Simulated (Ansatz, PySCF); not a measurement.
Pulling on the N4–H5 bond in AlH4N (SMILES [NH2][AlH2]) (multiplicity 1 held, fragments rigid). Energies count from the point at 1.008 Å.
Geometry at that point (charge 0, multiplicity 1):
```xyz
6

Al     0.012    -0.283    -0.586
H     -1.253    -0.113    -1.512
H      1.304    -1.093    -0.987
N     -0.021     0.486     1.008
H     -0.790     1.028     1.373
H      0.727     0.446     1.684
```

R- and RO- levels are restricted; in cc, def2 and unpolarised 6-31G sets they are followed outwards from rest. U- levels take the lowest unrestricted solution at each point, which mixes spins at long bonds. Levels need not reach the same state.

Correlated levels freeze the cores. Rows in 6-31G* carry no dispersion term and start afresh at each structure (6-31G* with six Cartesian d functions).

Run with Ansatz (a quantum-chemistry and plane-wave program) with Gaussian orbitals; PySCF for 6-31G* rows. Values without a source in brackets are computed.

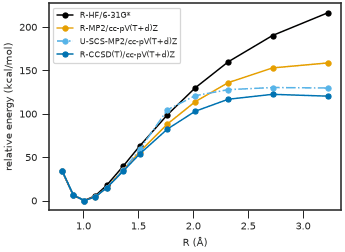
*Relative energy along the coordinate*

Doubts at one or more of the structures used: a restricted determinant that unrestricted orbitals would lower (R-HF/6-31G*, R-MP2/cc-pV(T+d)Z, R-CCSD(T)/cc-pV(T+d)Z); a spin-contaminated determinant (U-SCS-MP2/cc-pV(T+d)Z); other coupled-cluster roots lie near (R-CCSD(T)/cc-pV(T+d)Z).
